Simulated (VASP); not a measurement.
# NiO: what each functional gives, and what it costs

Wanted: bands and gap of NiO from one functional after another. The levels: LDA, PBEsol, PBE, r2SCAN, TB-mBJ, SCAN, HSE06, HSE03 and B3LYP. The start is a cell from a database of measured crystal structures.

Method: PBE, DFT+U (Ni d 4 eV), spin-polarised from a ferromagnetic start (one magnetic atom a cell); plane waves and PAW (Ni, O), in the first sound run; inputs show where later runs differ, in VASP 6.6.1.

## Step 1: The starting structure

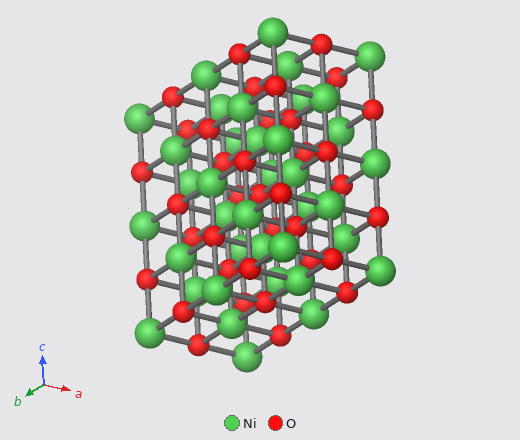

The cell as given, from a free direction (nickel green, oxygen red). 1×2×2 cells are drawn. This picture shows the conventional cell, with its axes. Some periodic images of atoms are drawn too.

As a file:

```
Ni O
1.0
     0.00000    2.08590    2.08590
     2.08590    0.00000    2.08590
     2.08590    2.08590    0.00000
Ni O
1 1
Direct
  0.00000 0.00000 0.00000
  0.50000 0.50000 0.50000
```

## Step 2: Magnetic order: ferromagnetic

The properties of a magnet depend on its order, so a few collinear patterns are compared first on the cell as listed, beginning with all moments parallel. PBE, the usual starting point, adds the gradient of the density. A Hubbard U penalises fractional filling of the localised shell, which semilocal functionals favour.

Contents of INCAR:

```
SYSTEM = NiO
PREC = Accurate
ENCUT = 520
EDIFF = 1E-06
NELM = 100
ISMEAR = -1
SIGMA = 0.05
LREAL = .FALSE.
ALGO = Normal
GGA = PE
NBANDS = 16
ISPIN = 2
MAGMOM = 1 0
LDAU = .TRUE.
LDAUTYPE = 2
LDAUL = 2 -1
LDAUU = 4 0
LDAUJ = 0 0
LDAUPRINT = 1
LASPH = .TRUE.
LMAXMIX = 4
LORBIT = 11
LWAVE = .FALSE.
LCHARG = .FALSE.
KPAR = 8
ISIF = 2
```

Contents of POSCAR:

```
NiO
1.0
    0.0000000000      2.0859016414      2.0859016414
    2.0859016414      0.0000000000      2.0859016414
    2.0859016414      2.0859016414      0.0000000000
Ni O
1 1
Direct
    0.0000000000      0.0000000000      0.0000000000
    0.5000000000      0.5000000000      0.5000000000
```

Contents of KPOINTS:

```
Automatic mesh
0
Gamma
9 9 9
0 0 0
```

Potentials, in the order of the species: Ni and O (PBE family, release 64).

Started as:

```bash
$ mpirun -np 8 vasp_std
```

Output:

```text
[banner, memory and clock lines left out]
running    8 mpi-ranks, on    1 nodes
 distrk:  each k-point on    1 cores,    8 groups
 distr:  one band on    1 cores,    1 groups

 POSCAR found type information on POSCAR NiO
 POSCAR found :  2 types and       2 ions
|                                                                             |
|           W    W    AA    RRRRR   N    N  II  N    N   GGGG   !!!           |
|           W    W   A  A   R    R  NN   N  II  NN   N  G    G  !!!           |
|           W    W  A    A  R    R  N N  N  II  N N  N  G       !!!           |
|           W WW W  AAAAAA  RRRRR   N  N N  II  N  N N  G  GGG   !            |
|           WW  WW  A    A  R   R   N   NN  II  N   NN  G    G                |
|           W    W  A    A  R    R  N    N  II  N    N   GGGG   !!!           |
|                                                                             |
|     For optimal performance we recommend to set                             |
|       NCORE = 2 up to number-of-cores-per-socket                            |
|     NCORE specifies how many cores store one orbital (NPAR=cpu/NCORE).      |
|     This setting can greatly improve the performance of VASP for DFT.       |
|     The default, NCORE=1 might be grossly inefficient on modern             |
|     multi-core architectures or massively parallel machines. Do your        |
|     Unfortunately you need to use the default for GW and RPA                |
|     calculations (for HF NCORE is supported but not extensively tested      |
|     yet).                                                                   |
|                                                                             |

 LDA part: xc-table for (Slater+PW92), standard interpolation
 POSCAR, INCAR and KPOINTS ok, starting setup
 FFT: planning ... GRIDC
 FFT: planning ... GRID_SOFT
 FFT: planning ... GRID
 WAVECAR not read
 entering main loop
       N       E                     dE             d eps       ncg     rms          rms(c)
DAV:   1     0.811108919256E+02    0.81111E+02   -0.75603E+03  2328   0.127E+03
DAV:   2    -0.628178832484E+01   -0.87393E+02   -0.76499E+02  2440   0.252E+02
DAV:   3    -0.106174432851E+02   -0.43357E+01   -0.42449E+01  2688   0.600E+01
DAV:   4    -0.106526968837E+02   -0.35254E-01   -0.35243E-01  2744   0.528E+00
DAV:   5    -0.106533412287E+02   -0.64435E-03   -0.64434E-03  2680   0.705E-01    0.163E+01
DAV:   6    -0.103947996233E+02    0.25854E+00   -0.12697E+01  2768   0.716E+01    0.176E+01
DAV:   7    -0.103099407156E+02    0.84859E-01   -0.14141E+00  2584   0.321E+01    0.866E+00
DAV:   8    -0.104520197980E+02   -0.14208E+00   -0.19839E-01  2816   0.504E+00    0.529E+00
DAV:   9    -0.105006552485E+02   -0.48635E-01   -0.37585E-02  2944   0.700E+00    0.504E-01
DAV:  10    -0.105057746966E+02   -0.51194E-02   -0.18666E-02  2776   0.194E+00    0.273E-01
DAV:  11    -0.105056252995E+02    0.14940E-03   -0.21074E-03  2824   0.108E+00    0.852E-02
DAV:  12    -0.105057491455E+02   -0.12385E-03   -0.21354E-04  2552   0.260E-01    0.462E-02
DAV:  13    -0.105057841190E+02   -0.34973E-04   -0.59326E-05  3240   0.163E-01    0.161E-02
DAV:  14    -0.105057900034E+02   -0.58844E-05   -0.13554E-05  2736   0.483E-02    0.434E-03
DAV:  15    -0.105057899973E+02    0.60850E-08   -0.62268E-07  1608   0.965E-03
   1 F= -.10505790E+02 E0= -.10505790E+02  d E =-.216210E-07  mag=     2.0000
```

The job ended after 6.8 s (8 MPI ranks of Intel Xeon Platinum 8259CL at 2.50GHz (Skylake/Cascade Lake), shared host; peak memory 1.3 GiB).

The logs omit lines about the potential files and the build; timing stands in the text.

OUTCAR, selected parts (step 2):

```text
ion  position               nearest neighbor table
   1  0.000  0.000  0.000-   2 2.09   2 2.09   2 2.09   2 2.09   2 2.09   2 2.09
   2  0.500  0.500  0.500-   1 2.09   1 2.09   1 2.09   1 2.09   1 2.09   1 2.09

  LATTYP: Found a face centered cubic cell.
 ALAT       =     4.1718032828

 Subroutine GETGRP returns: Found 48 space group operations
 (whereof 48 operations were pure point group operations)

The static configuration has the point symmetry O_h .

 Found     35 irreducible k-points:

   k-points           NKPTS =     35   k-points in BZ     NKDIM =     35   number of bands    NBANDS=     16

   dimension x,y,z NGX =    24 NGY =   24 NGZ =   24
   dimension x,y,z NGXF=    48 NGYF=   48 NGZF=   48

   ENCUT  =  520.0 eV  38.22 Ry    6.18 a.u.   5.48  5.48  5.48*2*pi/ulx,y,z

   NELECT =      16.0000    total number of electrons

 k-points in reciprocal lattice and weights: Automatic mesh
   0.00000000  0.00000000  0.00000000       0.001
   0.11111111  0.00000000  0.00000000       0.011
   0.22222222  0.00000000  0.00000000       0.011
   0.33333333  0.00000000  0.00000000       0.011
   0.44444444  0.00000000  0.00000000       0.011
   0.11111111  0.11111111  0.00000000       0.008
   0.22222222  0.11111111  0.00000000       0.033
   0.33333333  0.11111111  0.00000000       0.033
   0.44444444  0.11111111  0.00000000       0.033
[...]
-0.33333333  0.44444444  0.11111111       0.033
  -0.33333333  0.44444444  0.22222222       0.033

atom =   1  type =  1  l = 2

 onsite density matrix

spin component  1

  0.9771  0.0000  0.0000 -0.0000 -0.0000
  0.0000  0.9771 -0.0000 -0.0000  0.0000
  0.0000 -0.0000  1.0269 -0.0000 -0.0000
 -0.0000 -0.0000 -0.0000  0.9771 -0.0000
 -0.0000  0.0000 -0.0000 -0.0000  1.0269

spin component  2

  0.9745  0.0000 -0.0000 -0.0000 -0.0000
  0.0000  0.9745  0.0000 -0.0000  0.0000
 -0.0000  0.0000  0.1682 -0.0000 -0.0000
 -0.0000 -0.0000 -0.0000  0.9745  0.0000
 -0.0000  0.0000 -0.0000  0.0000  0.1682

 occupancies and eigenvectors

  o =  0.1682  v =  0.0000  0.0000  0.0000  0.0000  0.0000  0.0000  0.0000 -0.0171 -0.0000 -0.9999      0.0000  0.0000  0.0000  0.0000  0.0000  0.0000  0.0000  0.0000  0.0000  0.0000
  o =  0.1682  v =  0.0000  0.0000  0.0000  0.0000  0.0000  0.0000 -0.0000 -0.9999 -0.0000  0.0171      0.0000  0.0000  0.0000  0.0000  0.0000  0.0000  0.0000  0.0000  0.0000  0.0000
  o =  0.9745  v =  0.0000  0.0000  0.0000  0.0000  0.0000  0.0000  0.5259 -0.0000 -0.8505 -0.0000      0.0000  0.0000  0.0000  0.0000  0.0000  0.0000  0.0000  0.0000  0.0000  0.0000
  o =  0.9745  v =  0.0000  0.0000  0.0000  0.0000  0.0000  0.0000 -0.8505 -0.0000 -0.5259 -0.0000      0.0000  0.0000  0.0000  0.0000  0.0000  0.0000  0.0000  0.0000  0.0000  0.0000
  o =  0.9745  v =  0.0000  0.0000  0.0000  0.0000  0.0000  1.0000  0.0000  0.0000  0.0000  0.0000      0.0000  0.0000  0.0000  0.0000  0.0000  0.0000  0.0000  0.0000  0.0000  0.0000
  o =  0.9771  v =  0.0000  0.1677  0.0000  0.9858 -0.0000  0.0000  0.0000  0.0000  0.0000  0.0000      0.0000  0.0000  0.0000  0.0000  0.0000  0.0000  0.0000  0.0000  0.0000  0.0000
  o =  0.9771  v =  1.0000  0.0000  0.0000  0.0000  0.0000  0.0000  0.0000  0.0000  0.0000  0.0000      0.0000  0.0000  0.0000  0.0000  0.0000  0.0000  0.0000  0.0000  0.0000  0.0000
  o =  0.9771  v =  0.0000  0.9858 -0.0000 -0.1677 -0.0000  0.0000  0.0000  0.0000  0.0000  0.0000      0.0000  0.0000  0.0000  0.0000  0.0000  0.0000  0.0000  0.0000  0.0000  0.0000
  o =  1.0269  v =  0.0000 -0.0000 -1.0000  0.0000 -0.0039  0.0000  0.0000  0.0000  0.0000  0.0000      0.0000  0.0000  0.0000  0.0000  0.0000  0.0000  0.0000  0.0000  0.0000  0.0000
  o =  1.0269  v =  0.0000  0.0000 -0.0039  0.0000  1.0000  0.0000  0.0000  0.0000  0.0000  0.0000      0.0000  0.0000  0.0000  0.0000  0.0000  0.0000  0.0000  0.0000  0.0000  0.0000

 average (electrostatic) potential at core
       1 -84.2327       2 -67.5591

 E-fermi :   7.9387

 spin component 1
 k-point     1 :       0.0000    0.0000    0.0000
  band No.  band energies     occupation
    ...
      5       3.0451      1.00000
      6       3.0451      1.00000
      7       5.2985      1.00000
      8       5.2985      1.00000
      9       5.2985      1.00000
     10       9.5895      0.00000
     11      25.6176      0.00000
     12      25.6176      0.00000
     13      25.6176      0.00000
     14      25.8667      0.00000
    ...

 k-point     2 :       0.1111    0.0000    0.0000
  band No.  band energies     occupation
    ...
      5       3.0762      1.00000
      6       3.0763      1.00000
      7       4.7592      1.00000
      8       5.6169      1.00000
      9       5.6169      1.00000
     10      10.4492      0.00000
     11      22.8267      0.00000
     12      25.4212      0.00000
     13      25.4212      0.00000
     14      27.8417      0.00000
    ...

 k-point     3 :       0.2222    0.0000    0.0000
  band No.  band energies     occupation
    ...
      5       3.2322      1.00000
      6       3.2323      1.00000
      7       4.3715      1.00000
      8       6.2584      1.00000
      9       6.2585      1.00000
     10      11.9934      0.00000
     11      20.3211      0.00000
     12      24.2697      0.00000
     13      24.2697      0.00000
     14      28.0985      0.00000
    ...

 k-point     4 :       0.3333    0.0000    0.0000
  band No.  band energies     occupation
    ...
      5       3.4457      1.00000
      6       3.4458      1.00000
      7       4.4566      1.00000
      8       6.8484      1.00000
      9       6.8484      1.00000
     10      13.1810      0.00000
     11      18.6656      0.00000
     12      22.8628      0.00000
     13      22.8628      0.00000
     14      28.1356      0.00000
    ...

 k-point     5 :       0.4444    0.0000    0.0000
  band No.  band energies     occupation
    ...
      5       3.5938      1.00000
      6       3.5939      1.00000
      7       4.6121      1.00000
      8       7.1916      1.00000
      9       7.1917      1.00000
     10      13.5801      0.00000
     11      18.0805      0.00000
     12      22.0302      0.00000
     13      22.0303      0.00000
     14      28.3303      0.00000
    ...

 k-point     6 :       0.1111    0.1111    0.0000
  band No.  band energies     occupation
    ...
      5       2.9738      1.00000
      6       2.9738      1.00000
      7       5.1456      1.00000
      8       5.3567      1.00000
      9       5.3567      1.00000
     10      10.7620      0.00000
     11      22.9015      0.00000
     12      24.9678      0.00000
     13      24.9679      0.00000
     14      26.0942      0.00000
    ...

  Total        0.6495716      0.6495716      0.6495716      0.0000000     -0.0000000     -0.0000000
  in kB       57.3358323     57.3358323     57.3358323      0.0000000     -0.0000000     -0.0000000
  external PRESSURE =      57.3358323 kB  Pullay stress =       0.0000000 kB

  energy-cutoff  :      520.00
  volume of cell :       18.15
      direct lattice vectors                 reciprocal lattice vectors
     0.000000000  2.085901641  2.085901641    -0.239704495  0.239704495  0.239704495
     2.085901641  0.000000000  2.085901641     0.239704495 -0.239704495  0.239704495
     2.085901641  2.085901641  0.000000000     0.239704495  0.239704495 -0.239704495

 POSITION                                       TOTAL-FORCE (eV/Angst)
 -----------------------------------------------------------------------------------
      0.00000      0.00000      0.00000         0.000000      0.000000      0.000000
      2.08590      2.08590      2.08590         0.000000     -0.000000     -0.000000
 -----------------------------------------------------------------------------------
    total drift:                                0.000000     -0.000000     -0.000000

  FREE ENERGIE OF THE ION-ELECTRON SYSTEM (eV)
  ---------------------------------------------------
  free  energy   TOTEN  =       -10.5057899973 eV

  energy  without entropy=      -10.5057899757  energy(sigma->0) =      -10.50578999

 total charge
# of ion       s       p       d       tot
------------------------------------------
    1        0.343   0.424   8.219   8.985
    2        1.549   3.474   0.000   5.023
--------------------------------------------------
tot          1.892   3.898   8.219  14.009

 magnetization (x)
# of ion       s       p       d       tot
------------------------------------------
    1        0.011   0.014   1.724   1.749
    2        0.023   0.205   0.000   0.227
--------------------------------------------------
tot          0.034   0.219   1.724   1.977

[... 6 further parts left out ...]
```

The gap is read on the k-mesh alone, so it is an upper bound where the band edges lie off the mesh. Direct gaps are counted within one spin. The valence top and the conduction bottom belong to opposite spins. At this level the cell is under a pressure of 5.7 GPa, so at these settings it is away from equilibrium.

Numbers from this step:

| Quantity | Value |
| --- | --- |
| SCF cycles | 15 |
| electrons | 16 |
| bands | 16 |
| irreducible k-points | 35 |
| symmetry operations | 48 |
| free energy (TOTEN) | -10.51 eV |
| Fermi energy | 7.939 eV |
| pressure | 5.734 GPa |
| moment of the cell, from the last line of the log | 2 μB |
| metallic | no |
| valence top at k | 0.4444, 0, 0 |
| conduction bottom at k | 0, 0, 0 |
| least direct gap on the k-mesh, within one spin | 2.763 eV |
| gap on the k-mesh | 1.396 eV |

Spin moment in the PAW sphere by atom:

| atom | spin moment in the PAW sphere (μB) |
| --- | --- |
| Ni1 | 1.75 |
| O2 | 0.23 |

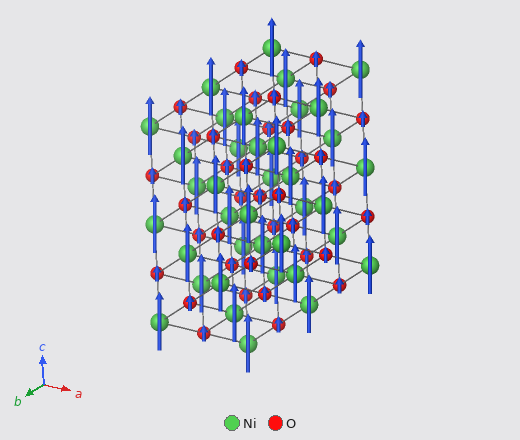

Spin moment in the PAW sphere as arrows, the longest 1.75 μB. Up and down stand for the sign. Arrows give size and sign along the axis of quantisation, drawn up and down the page. Each arrow also spans its atom, so small moments look longer than they are. 1×2×2 conventional cells are drawn. Some periodic images of atoms are drawn too.

The run ends ferromagnetic with a largest moment of 1.75 μB, and the mesh shows a gap of 1.40 eV.

[end of part 1 of 6]

[Lines on the potential files, build, host, timing and source positions are cut from VASP's logs without a mark.]

[Logs are printed without paths, hosts, clocks, repeated set-up lines and the standing remarks that a program may print on its own settings, such as how far it seeks lower states.]

[Hosts, paths, dates, database ids (printed as entryN), source tags and the programs' standing remarks are cut or masked in the printed files.]

[A measured line is paired with the nearest computed mode of its activity, which favours agreement.]
